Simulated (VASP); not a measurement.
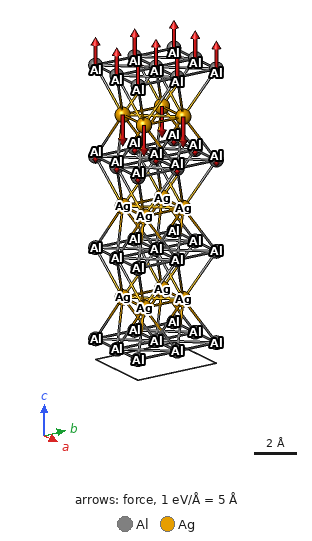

Starting geometry of a slab of composition Al4Ag3 with the computed forces as red arrows. A ball-and-stick model of the 2 × 2 repeat of the cell, outlined in the plane, without the vacuum, seen slightly off an axis.

The run lets the atoms move in a fixed cell. 3 atoms are held fixed.

These are results of VASP, Kohn-Sham DFT of a periodic cell, PBEsol, VASP PAW PBE potentials, recommended, not measurements.

The input:
```
SYSTEM = Al4Ag3
PREC = Accurate
ENCUT = 520
EDIFF = 1E-7
ISMEAR = 0
SIGMA = 0.05
LREAL = .FALSE.
LASPH = .TRUE.
NELM = 60
ALGO = Normal
ISIF = 2
LWAVE = .FALSE.
LCHARG = .FALSE.
LDIPOL = .TRUE.
IDIPOL = 3
DIPOL = 0.5 0.5 0.500
GGA = PS
IBRION = 2
NSW = 40
EDIFFG = -0.005
```

Command:
```bash
cat potpaw_PBE.64/Al/POTCAR potpaw_PBE.64/Ag/POTCAR > POTCAR
mpirun -np 1 vasp_std > vasp.out
```

What follows when this structure is relaxed?

It isn't relaxed: the largest force vector, on an Ag atom, is 0.31 eV/Å. The final displacements follow the starting forces only in part (cosine between the two patterns 0.71). The energy falls by 17.7 meV per cell of the calculation in 16 geometry steps. The largest force component goes from 0.31 to 0.32 eV/Å. An Ag atom moves most: 0.099 Å along the normal (−c). By element the largest moves are Ag 0.099 Å, Al 0.063 Å. The cell stays as it was. Some distances before and after: Ag–Al 2.785 → 2.868 Å, Ag–Al 2.785 → 2.759 Å.
